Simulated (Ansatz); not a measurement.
CH₇GeInO

```xyz
11

Ge   -0.1941    2.1078    0.4826
O     0.4920    0.4669    0.3454
C    -0.3122   -0.5127   -0.2821
In    0.7258   -2.4241   -0.3261
H    -0.4978    2.6356   -0.9339
H     0.8793    2.9419    1.1901
H    -1.4992    2.0296    1.2996
H    -0.5668   -0.2312   -1.3157
H    -1.2714   -0.6501    0.2408
H    -0.0611   -3.7892   -1.0498
H     2.3055   -2.5743    0.3491
```

Geometry: PBE0-D4/def2-TZVP; core potentials replace the inner electrons of In.

Method: RKS PBE0-D4/def2-TZVPP (Ansatz 0.2.0).

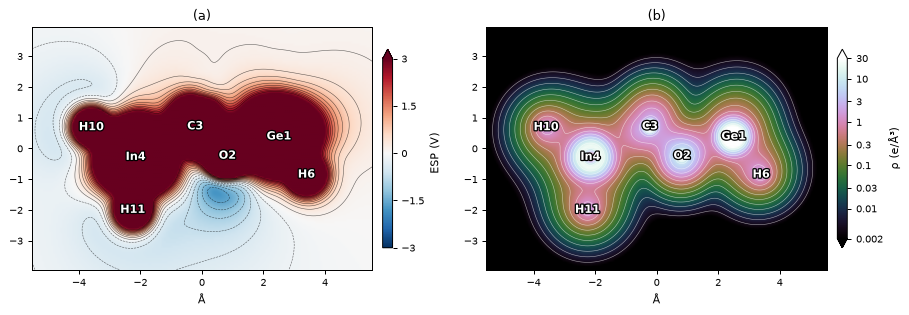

Figure 1. (a) electrostatic potential; (b) electron density on the plane of atoms C3, In4 and H10.

Question: What does the map show?

Answer: Atoms in the plane: Ge, O, C, In and H. C–O (1.41 Å): the density is about 2 e/Å³ at the midpoint, with its minimum of 1.7 e/Å³ about 0.5 Å from C. Ge–O (1.78 Å): the density is about 0.98 e/Å³ at the midpoint. C–In (2.18 Å): ρ at the midpoint is about 0.67 e/Å³. Ge–H (1.53 Å): ρ is about 1.1 e/Å³ halfway. In–H (1.72 Å): ρ is about 1.2 e/Å³ halfway. Outside the dense part of the molecule the potential is most negative (−1.8 V) near O2.

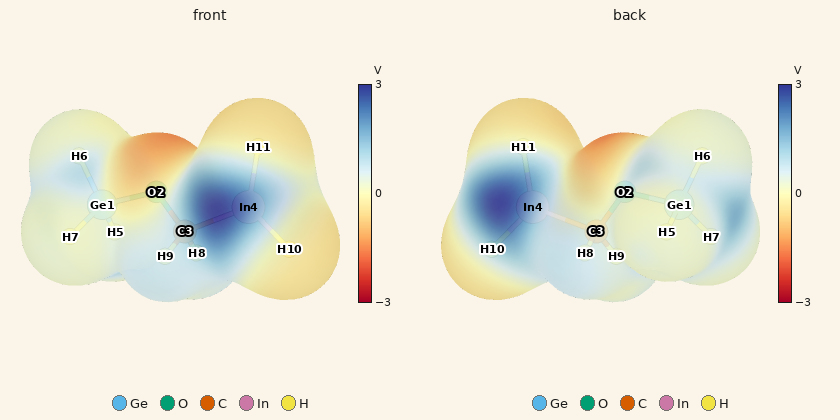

Figure 2. The electrostatic potential painted on the density surface at 0.002 e/bohr³, seen from the front and from behind; the colour scale runs from red (negative) to blue (positive).

Question: Which sites attract a positive test charge, and which a negative one?

Answer: A positive charge is drawn to the negative regions and a negative charge to the positive ones. The most negative region (about −1.4 V) lies over O2, the most positive (about +2.9 V) over In4. O2 is the likeliest acceptor of a hydrogen bond.

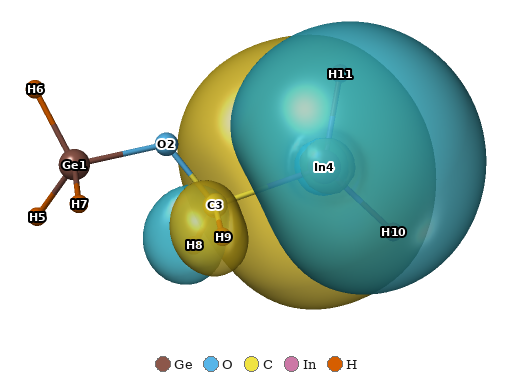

Figure 3. One frontier orbital at ±0.04 Å⁻³ᐟ² (yellow and cyan are the two phases), seen at a tilt.

Question: Which orbital is it: HOMO or LUMO?

Answer: The LUMO, at −1.56 eV. It lies mainly on In4 (about 85 %).
